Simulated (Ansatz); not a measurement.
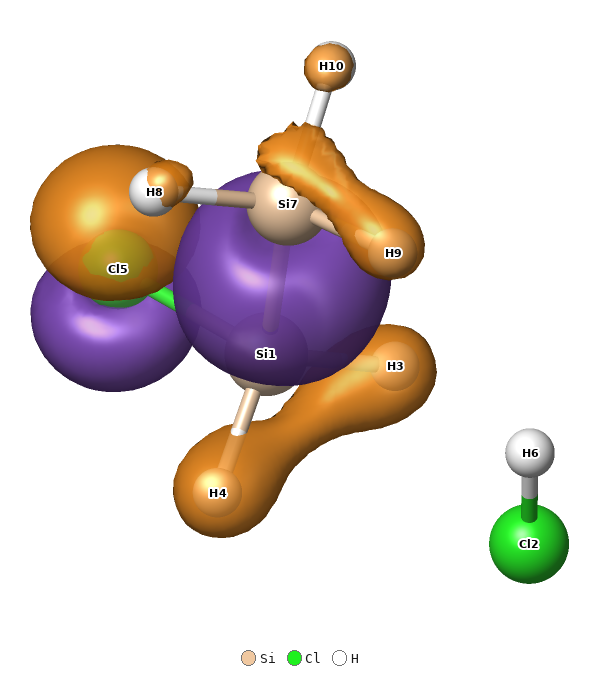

The picture shows: ClH₅Si₂···HCl. One frontier orbital at ±0.15 Å⁻³ᐟ² (orange and purple are the two phases), seen at an oblique angle.

The product side of a reaction path; geometry: PBE0-D4/def2-TZVP.

Method: RKS PBE0-D4/def2-TZVPP in Ansatz 0.2.0.

```xyz
10

Si   -0.9000   -0.5069   -0.7908
Cl    1.9493   -2.2491    0.6060
H     0.0184   -0.9961   -1.8463
H    -1.3183   -1.6310    0.0800
Cl   -2.5962    0.2167   -1.7294
H     2.3193   -1.1861    1.2165
Si   -0.0104    1.2890    0.4186
H    -1.0136    1.7637    1.4066
H     1.2272    0.9043    1.1539
H     0.3244    2.3955   -0.5150
```

Question: Which orbital is it: HOMO or LUMO?

Answer: The HOMO, at −8.20 eV. It lies mainly on Cl5 (about 30 %), Si7 (about 25 %) and Si1 (about 25 %).
